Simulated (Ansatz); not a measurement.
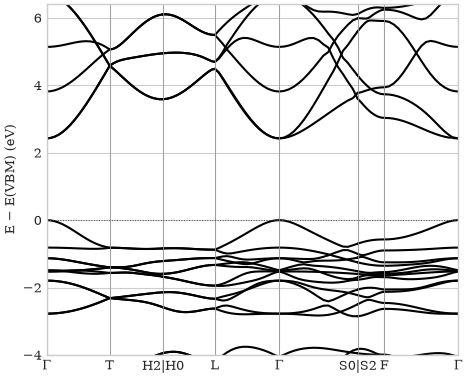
Band structure from DFT-PBEsol in the program Ansatz with PAW potentials

Q: Read off the gap and where the band edges lie.

A: About 2.4 eV (2.43 eV by a search for the band edges); maximum at Γ, minimum at Γ.

The material is KIO₃ in space group R3c (No. 161; K on 6a, I on 6a, O on 18b).

The first step of the workflow began from a Materials Project structure, measured or hypothetical; the Crystallography Open Database copy checked does not list it. COD files the formula under space group No. 1, 160, so this cell is another polymorph or a model. Whether it is the stable phase at ambient conditions was not checked. Symmetry was held in the PBEsol relaxation; its stability against distortions is not shown here. Spin–orbit coupling is left out wherever it is not named.

Potentials: the later of the program's two PAW sets.
